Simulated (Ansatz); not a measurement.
# ClGaH₆Si: search for a transition state

Is there a first-order saddle for this four-centre ligand exchange, which should form Ga1–Si6, Cl2–H5 and break Ga1–Cl2, H5–Si6, and which two structures does it connect?

Computed with Ansatz 0.2.0, Gaussian basis. Level: PBE0-D4, def2-SVP first, then def2-TZVP.

152 further runs of the same task are left out: 152 set aside as unsound or not needed. Runs told in other sessions of the task aren't counted.

### 1 The system as given

The guess: 9 atoms, charge 0, spin multiplicity 1.

Atoms are counted from 1 here; the program's logs count them from 0.

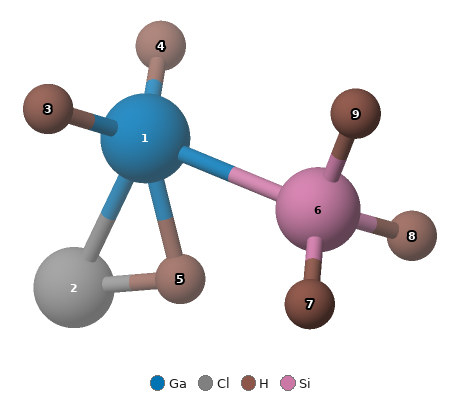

Start geometry, drawn with gallium blue, chlorine grey, hydrogen brown, silicon pink; atoms are numbered from 1 in the order of the file.

As a file:

```
Ga   -0.92470   -0.20450   -0.70320
Cl    0.14800    0.73550   -2.52520
H    -1.24510   -1.65320   -1.18870
H    -2.22000    0.65710   -0.57300
H     0.62590    0.55030   -1.07560
Si    0.68230   -0.01750    1.14730
H     1.97740   -0.70990    1.02670
H     0.97970    1.33800    1.64230
H    -0.02350   -0.69580    2.24940
```

Distances that are to change: Ga1–Si6 2.46 Å, Cl2–H5 1.54 Å, Ga1–Cl2 2.31 Å, H5–Si6 2.29 Å.

### 2 Relaxing the guess with the reacting distances held

Contents of hold/in.yaml:

```yaml
crystal:
  periodic: [false, false, false]
  atoms:
    - {symbol: Ga, position_ang: [-0.924700, -0.204500, -0.703200]}
    - {symbol: Cl, position_ang: [0.148000, 0.735500, -2.525200]}
    - {symbol: H, position_ang: [-1.245100, -1.653200, -1.188700]}
    - {symbol: H, position_ang: [-2.220000, 0.657100, -0.573000]}
    - {symbol: H, position_ang: [0.625900, 0.550300, -1.075600]}
    - {symbol: Si, position_ang: [0.682300, -0.017500, 1.147300]}
    - {symbol: H, position_ang: [1.977400, -0.709900, 1.026700]}
    - {symbol: H, position_ang: [0.979700, 1.338000, 1.642300]}
    - {symbol: H, position_ang: [-0.023500, -0.695800, 2.249400]}
basis:
  gaussian: {orbitals: def2-SVP}
hamiltonian: {xc: pbe0, dispersion: d4}
relax: {f_tol: 0.04, max_steps: 150, escape_saddle: false, constraints: [{distance: [0, 5]}, {distance: [1, 4]}, {distance: [0, 1]}, {distance: [4, 5]}]}
```

Command:

```bash
$ ansatz run in.yaml --threads 4 --pin off --events-out ev --progress --plain --max-ram 9574MiB
```

Standard output (excerpt; [...] marks lines left out):

```text
Functional definition: PBE0
  name "PBE0"
  cite "Adamo & Barone, J. Chem. Phys. 110, 6158 (1999) doi:10.1063/1.478522"
  cite "Perdew, Burke & Ernzerhof, Phys. Rev. Lett. 77, 3865 (1996) doi:10.1103/PhysRevLett.77.3865"
  parent pbe
[...]
1009 factors; integrals over basis functions are off by at most 5.6e-4 eV
[...]
mean field -72847.03187881 eV, -2677.0790440545 hartree, gradient 1.3e-5 eV, S^2 0.000000; 0 other end points of the search recorded, 0 dependent functions left out
[...]
reference -72847.03190819 eV, -2677.0790451344 hartree; 34, 34 occupied and 64, 64 virtual orbitals, 1009 factors
relax step   1: F+E_penalty+E_count = -72847.20798336 eV  Δ(F+E_penalty+E_count) = +0.000e0 eV  max|allowed force component| = 7.368e-1 eV/Å  Δτ_max = 0.0000 Å  (24 SCF iters, accepted)
[...]
relax step   4: F+E_penalty+E_count = -72847.42174013 eV  Δ(F+E_penalty+E_count) = -6.253e-3 eV  max|allowed force component| = 4.270e-2 eV/Å  Δτ_max = 0.0624 Å  (22 SCF iters, accepted)
[...]
relax step   5: F+E_penalty+E_count = -72847.42259929 eV  Δ(F+E_penalty+E_count) = -8.592e-4 eV  max|allowed force component| = 9.345e-3 eV/Å  Δτ_max = 0.0290 Å  (23 SCF iters, accepted)
  distance Ga 0 - Si 5 held at 2.458001 Å   reaction = -5.8772e-1 eV/Å
  distance Cl 1 - H 4 held at 1.537539 Å   reaction = +1.1071e0 eV/Å
  distance Ga 0 - Cl 1 held at 2.313865 Å   reaction = -1.4003e0 eV/Å
  distance H 4 - Si 5 held at 2.294965 Å   reaction = +6.1294e-1 eV/Å
1009 factors; integrals over basis functions are off by at most 6.0e-4 eV
mean field -72847.24385421 eV, -2677.0868340068 hartree, gradient 4.5e-5 eV, S^2 0.000000; 1 other end points of the search recorded, 0 dependent functions left out
[...]
reference -72847.24388366 eV, -2677.0868350890 hartree; 34, 34 occupied and 64, 64 virtual orbitals, 1009 factors
Total energy: -72847.42262874 eV, -2677.0934038495 hartree
Atom 0 at    -0.968370    -0.226537    -0.704111 Å, force    -1.032789    -0.637755     0.675961 eV/Å
Atom 1 at     0.085385     0.720938    -2.533280 Å, force     1.071065     0.489997    -0.093953 eV/Å
Atom 2 at    -1.060174    -1.746782    -1.053206 Å, force     0.003562    -0.000241    -0.004149 eV/Å
Atom 3 at    -2.141353     0.751894    -0.374247 Å, force     0.006707     0.003373    -0.000071 eV/Å
Atom 4 at     0.693340     0.601555    -1.126096 Å, force    -0.445941    -0.078376    -0.420318 eV/Å
Atom 5 at     0.695310     0.006100     1.090273 Å, force     0.390031     0.224004    -0.157999 eV/Å
Atom 6 at     1.971715    -0.767643     1.029827 Å, force     0.003773    -0.006129    -0.000924 eV/Å
Atom 7 at     0.963584     1.366643     1.645370 Å, force     0.005851     0.004340     0.004557 eV/Å
Atom 8 at    -0.239437    -0.706168     2.025469 Å, force    -0.002260     0.000788    -0.003105 eV/Å
Dipole moment:     0.154893     0.068789    -0.008645 e Å
```

It took 9.5 s on 4 threads of Arm Neoverse V1, shared host.

Relaxation path:

```
step  energy from step 1 (eV)  largest force component (eV/Å)
   1                   0.0000                          0.7368
   2                  -0.1840                          0.2422
   3                  -0.2075                          0.0913
   4                  -0.2138                          0.0427
   5                  -0.2146                          0.0093
```

Distances of close pairs at the start and the end, largest changes first:

```
   bond  before (Å)  after (Å)  change (Å)
 Ga1–H5       1.764      1.904      +0.140
 Si6–H9       1.474      1.502      +0.028
 Si6–H8       1.473      1.494      +0.020
 Si6–H7       1.474      1.494      +0.020
 Ga1–H4       1.561      1.563      +0.002
 Ga1–H3       1.561      1.563      +0.001
 Cl2–H5       1.538      1.538      -0.000
Ga1–Cl2       2.314      2.314      +0.000
```

### 3 A starting Hessian

Contents of hessian/in.yaml:

```yaml
crystal:
  periodic: [false, false, false]
  atoms:
    - {symbol: Ga, position_ang: [-0.968370, -0.226537, -0.704111]}
    - {symbol: Cl, position_ang: [0.085385, 0.720938, -2.533280]}
    - {symbol: H, position_ang: [-1.060174, -1.746782, -1.053206]}
    - {symbol: H, position_ang: [-2.141353, 0.751894, -0.374247]}
    - {symbol: H, position_ang: [0.693340, 0.601555, -1.126096]}
    - {symbol: Si, position_ang: [0.695310, 0.006100, 1.090273]}
    - {symbol: H, position_ang: [1.971715, -0.767643, 1.029827]}
    - {symbol: H, position_ang: [0.963584, 1.366643, 1.645370]}
    - {symbol: H, position_ang: [-0.239437, -0.706168, 2.025469]}
basis:
  gaussian: {orbitals: def2-SVP}
hamiltonian: {xc: pbe0, dispersion: d4}
phonons: {}
scf: {lower_state_search: off}
```

Command:

```bash
$ ansatz run in.yaml --threads 4 --pin off --events-out ev --progress --plain --max-ram 9574MiB
```

Standard output (excerpt; [...] marks lines left out):

```text
[... 5 set-up lines as earlier in the session ...]
[...]
1011 factors; integrals over basis functions are off by at most 3.5e-4 eV
[...]
mean field -72847.24385616 eV, -2677.0868340784 hartree, gradient 3.3e-6 eV, S^2 0.000000; 0 other end points of the search recorded, 0 dependent functions left out
[...]
reference -72847.24388560 eV, -2677.0868351606 hartree; 34, 34 occupied and 64, 64 virtual orbitals, 1011 factors
[... from here to the last solve, the lines of the solves are left out (53 solves) ...]
1011 factors; integrals over basis functions are off by at most 3.5e-4 eV
mean field -72847.24383364 eV, -2677.0868332508 hartree, gradient 9.5e-6 eV, S^2 0.000000; 0 other end points of the search recorded, 0 dependent functions left out
[...]
WARN: phonons: modes at or below zero, which the zero-point energy, F, S and C_V leave out: 1, the lowest at -919.52 cm⁻¹. A minimum has none, and a first-order saddle one
[...]
Atom 2 at    -1.060174    -1.746782    -1.053206 Å, force     0.003560    -0.000238    -0.004149 eV/Å
Atom 3 at    -2.141353     0.751894    -0.374247 Å, force     0.006707     0.003364    -0.000078 eV/Å
Atom 4 at     0.693340     0.601555    -1.126096 Å, force    -0.445951    -0.078384    -0.420316 eV/Å
Atom 5 at     0.695310     0.006100     1.090273 Å, force     0.390038     0.224023    -0.157994 eV/Å
Atom 6 at     1.971715    -0.767643     1.029827 Å, force     0.003780    -0.006134    -0.000925 eV/Å
Atom 7 at     0.963584     1.366643     1.645370 Å, force     0.005850     0.004332     0.004553 eV/Å
Atom 8 at    -0.239437    -0.706168     2.025469 Å, force    -0.002267     0.000780    -0.003102 eV/Å
Dipole moment:     0.154893     0.068789    -0.008646 e Å
Vibrations: -919.52 108.85 129.42 294.18 299.73 357.82 458.33 490.41 544.24 691.13 712.56 715.89 867.89 923.14 936.02 1400.85 1992.89 2006.67 2191.09 2232.76 2242.51 cm⁻¹, zero-point energy 1.214820 eV
Checks for a lower state left out: stability, starts, cluster_reference, orbital_swaps, neighbouring_geometries, increment
```

Wall time 53 s (4 threads of Arm Neoverse V1, shared host).

The structure is not stationary yet, so these wavenumbers are no spectrum; the search needs only the force constants.

### 4 Saddle search in the small basis

A small driver takes partitioned rational-function steps: uphill along one mode, downhill along the rest. It calls the program once a step for energy and forces and updates the Hessian by Bofill's formula. It stops when the largest force is under 0.04 eV/Å and the followed curvature is negative. The first step's input:

Contents of presaddle/in.yaml:

```yaml
crystal:
  periodic: [false, false, false]
  atoms:
    - {symbol: Ga, position_ang: [-0.968370, -0.226537, -0.704111]}
    - {symbol: Cl, position_ang: [0.085385, 0.720938, -2.533280]}
    - {symbol: H, position_ang: [-1.060174, -1.746782, -1.053206]}
    - {symbol: H, position_ang: [-2.141353, 0.751894, -0.374247]}
    - {symbol: H, position_ang: [0.693340, 0.601555, -1.126096]}
    - {symbol: Si, position_ang: [0.695310, 0.006100, 1.090273]}
    - {symbol: H, position_ang: [1.971715, -0.767643, 1.029827]}
    - {symbol: H, position_ang: [0.963584, 1.366643, 1.645370]}
    - {symbol: H, position_ang: [-0.239437, -0.706168, 2.025469]}
basis:
  gaussian: {orbitals: def2-SVP}
hamiltonian: {xc: pbe0, dispersion: d4}
output: {forces: true}
scf: {lower_state_search: off}
```

Command:

```bash
$ ansatz run in.yaml --threads 4 --pin off --events-out ev --progress --plain --max-ram 9574MiB
```

Step by step:

```csv
step,energy (eV),largest force (eV/Å),followed curvature (eV/Å²)
1,-72847.42262,1.0710,-5.48
2,-72847.60503,0.5663,-5.50
3,-72847.67865,0.2425,-5.37
4,-72847.68392,0.0628,-5.48
5,-72847.68419,0.0500,-5.47
6,-72847.68451,0.0086,-5.51
```

The 6 steps took 6.6 s in all (4 threads of Arm Neoverse V1, shared host).

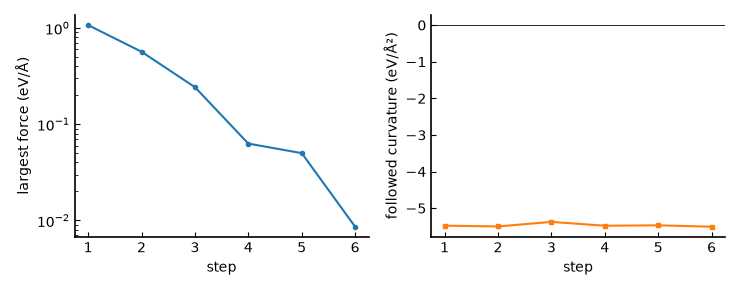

Largest force and followed curvature during the search.

### 5 Saddle search in triple zeta

The search itself is an outer loop (partitioned rational-function steps, Bofill update of the Hessian). Each step is one single-point run with forces. It stops when the largest force is under 0.01 eV/Å and the followed curvature is negative. The first step's input:

Contents of saddle/in.yaml:

```yaml
crystal:
  periodic: [false, false, false]
  atoms:
    - {symbol: Ga, position_ang: [-1.123604, -0.304788, -0.714161]}
    - {symbol: Cl, position_ang: [0.367393, 0.830684, -2.349602]}
    - {symbol: H, position_ang: [-1.128813, -1.801530, -1.139593]}
    - {symbol: H, position_ang: [-2.266889, 0.712468, -0.434113]}
    - {symbol: H, position_ang: [0.571590, 0.505083, -0.864519]}
    - {symbol: Si, position_ang: [0.714517, 0.029712, 1.032864]}
    - {symbol: H, position_ang: [1.972281, -0.764964, 0.897721]}
    - {symbol: H, position_ang: [1.035517, 1.415343, 1.490544]}
    - {symbol: H, position_ang: [-0.141992, -0.622007, 2.080858]}
basis:
  gaussian: {orbitals: def2-TZVP}
hamiltonian: {xc: pbe0, dispersion: d4}
output: {forces: true}
scf: {lower_state_search: off}
```

Command:

```bash
$ ansatz run in.yaml --threads 4 --pin off --events-out ev --progress --plain --max-ram 9574MiB
```

The driver's record:

| step | energy (eV) | largest force (eV/Å) | followed curvature (eV/Å²) |
| --- | --- | --- | --- |
| 1 | -72861.52941 | 0.1431 | -5.51 |
| 2 | -72861.53057 | 0.0532 | -5.43 |
| 3 | -72861.53120 | 0.0105 | -5.40 |
| 4 | -72861.53132 | 0.0095 | -5.39 |

The 4 steps took 8.1 s in all (4 threads of Arm Neoverse V1, shared host).

Geometry at the end of the search:

| atom | x (Å) | y (Å) | z (Å) |
| --- | --- | --- | --- |
| Ga1 | -1.1289 | -0.3000 | -0.7022 |
| Cl2 | 0.3796 | 0.8034 | -2.3462 |
| H3 | -1.1625 | -1.7900 | -1.1433 |
| H4 | -2.2593 | 0.7359 | -0.4486 |
| H5 | 0.5779 | 0.4850 | -0.8748 |
| Si6 | 0.7173 | 0.0309 | 1.0391 |
| H7 | 1.9888 | -0.7226 | 0.8911 |
| H8 | 0.9970 | 1.4120 | 1.5079 |
| H9 | -0.1099 | -0.6545 | 2.0771 |

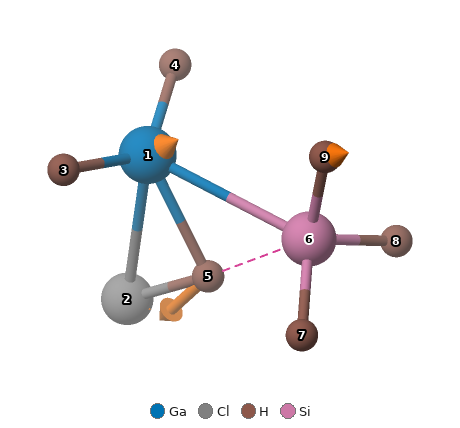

The point found; arrows show the followed mode. Pairs that react are joined by broken lines, hidden where the pair is close enough to be drawn as a bond.

### 6 Vibrations at the point found

Contents of vib/in.yaml:

```yaml
crystal:
  periodic: [false, false, false]
  atoms:
    - {symbol: Ga, position_ang: [-1.128878, -0.300002, -0.702222]}
    - {symbol: Cl, position_ang: [0.379620, 0.803385, -2.346245]}
    - {symbol: H, position_ang: [-1.162549, -1.789987, -1.143340]}
    - {symbol: H, position_ang: [-2.259264, 0.735870, -0.448598]}
    - {symbol: H, position_ang: [0.577931, 0.484983, -0.874832]}
    - {symbol: Si, position_ang: [0.717261, 0.030853, 1.039099]}
    - {symbol: H, position_ang: [1.988834, -0.722576, 0.891105]}
    - {symbol: H, position_ang: [0.996961, 1.412023, 1.507925]}
    - {symbol: H, position_ang: [-0.109915, -0.654548, 2.077108]}
basis:
  gaussian: {orbitals: def2-TZVP}
hamiltonian: {xc: pbe0, dispersion: d4}
phonons: {temperatures: {t_min: 298.15, t_max: 900, t_step: 200}}
```

Command:

```bash
$ ansatz run in.yaml --threads 4 --pin off --events-out ev --progress --plain --max-ram 9574MiB
```

Standard output (excerpt; [...] marks lines left out):

```text
[... 5 set-up lines as earlier in the session ...]
[...]
1213 factors; their error is unknown
[...]
mean field -72861.35165422 eV, -2677.6052860945 hartree, gradient 2.2e-5 eV, S^2 0.000000; 0 other end points of the search recorded, 0 dependent functions left out
[...]
reference -72861.35168889 eV, -2677.6052873689 hartree; 34, 34 occupied and 124, 124 virtual orbitals, 1213 factors
[... from here to the last solve, the lines of the solves are left out (53 solves) ...]
1213 factors; their error is unknown
mean field -72861.35160538 eV, -2677.6052842997 hartree, gradient 1.9e-6 eV, S^2 0.000000; 0 other end points of the search recorded, 0 dependent functions left out
[...]
WARN: phonons: modes at or below zero, which the zero-point energy, F, S and C_V leave out: 1, the lowest at -733.27 cm⁻¹. A minimum has none, and a first-order saddle one
[...]
Atom 0 at    -1.128878    -0.300002    -0.702222 Å, force    -0.001071    -0.005218    -0.000571 eV/Å
Atom 1 at     0.379620     0.803385    -2.346245 Å, force    -0.004340     0.000643    -0.009512 eV/Å
Atom 2 at    -1.162549    -1.789987    -1.143340 Å, force     0.002622     0.005830     0.001408 eV/Å
Atom 3 at    -2.259264     0.735870    -0.448598 Å, force     0.001808     0.000395    -0.001080 eV/Å
Atom 4 at     0.577931     0.484983    -0.874832 Å, force     0.002992     0.001920     0.007820 eV/Å
Atom 5 at     0.717261     0.030853     1.039099 Å, force    -0.007820    -0.004527    -0.003523 eV/Å
Atom 6 at     1.988834    -0.722576     0.891105 Å, force     0.006194    -0.004107    -0.000377 eV/Å
Atom 7 at     0.996961     1.412023     1.507925 Å, force     0.002906     0.008005     0.000910 eV/Å
Atom 8 at    -0.109915    -0.654548     2.077108 Å, force    -0.003292    -0.002941     0.004925 eV/Å
Dipole moment:    -0.044724    -0.077981     0.213857 e Å
Vibrations: -733.27 73.10 155.67 255.89 266.13 300.00 426.84 502.86 509.20 672.57 682.38 692.44 893.17 929.54 936.25 1378.85 2010.91 2032.52 2186.00 2229.59 2242.20 cm⁻¹, zero-point energy 1.201165 eV
```

Wall time 1.7 min (4 threads of Arm Neoverse V1, shared host).

The modes, with what each moves most:

```csv
mode,wavenumber (cm⁻¹),character
1,733i,"changes Cl2–H5, H5–Si6"
2,73,torsion
3,156,bend
4,256,Ga–Si and Ga–Cl stretch
5,266,bend
6,300,Ga–Si and Ga–Cl stretch
7,427,torsion with bend
8,503,torsion with bend
9,509,bend
10,673,wag or twist with bend
11,682,wag or twist with bend
12,692,bend
13,893,bend
14,930,wag or twist with bend
15,936,bend
16,1379,Ga–H stretch with bend
17,2011,Ga–H stretch
18,2033,Ga–H stretch
19,2186,Si–H stretch
20,2230,Si–H stretch
21,2242,Si–H stretch
```

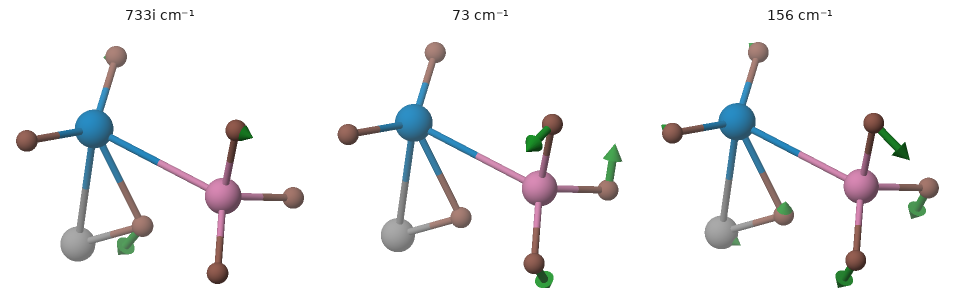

How the atoms move in 3 of the modes.

Vibrational sums (real modes only):

```
T (K)  entropy (J/mol/K)  heat capacity (J/mol/K)
  298               62.5                     71.4
  498              106.5                     99.9
  698              143.3                    118.2
  898              174.8                    130.9
```

[end of part 1 of 2]
